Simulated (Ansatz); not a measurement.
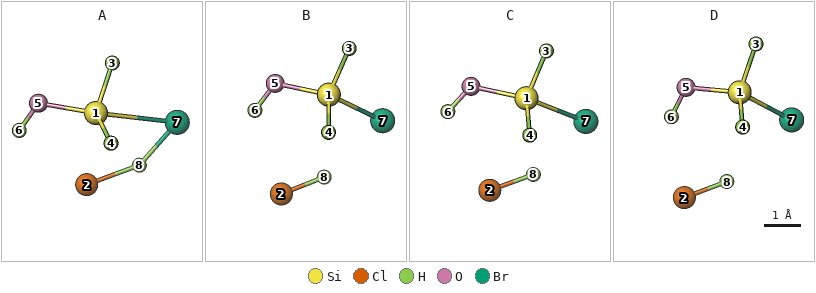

4 geometries from a converged minimum-energy path of SiH4OBrCl, made up at the start of SiH3OCl and HBr, shuffled. A ball-and-stick model, seen at a tilt.

Theory: RKS PBE0-D4/def2-SVP in Ansatz. Set-up: 7 movable images; climbing image; force threshold 0.05 eV/Å; iteration limit 60; starting path through a guess of the saddle point.

Question: One of them is the converged climbing image. Which?

Answer: A. In order along the path, whose images run from 0 to 8: A (image 4, +139.9 kJ/mol), C (image 6, +38.0 kJ/mol), B (image 7, +8.9 kJ/mol), D (image 8, +2.2 kJ/mol). Breaking: Br7–H8 (1.44 → 1.64 at the top → 2.54 Å), Si1–Cl2 (2.10 → 2.47 at the top → 3.72 Å). Forming: Cl2–H8 (2.42 → 1.60 at the top → 1.30 Å), Si1–Br7 (3.91 → 2.67 at the top → 2.26 Å).

Limits of the set-up: the start holds two separate molecules, 2.4 Å apart at their closest, whose relative position is a soft coordinate.
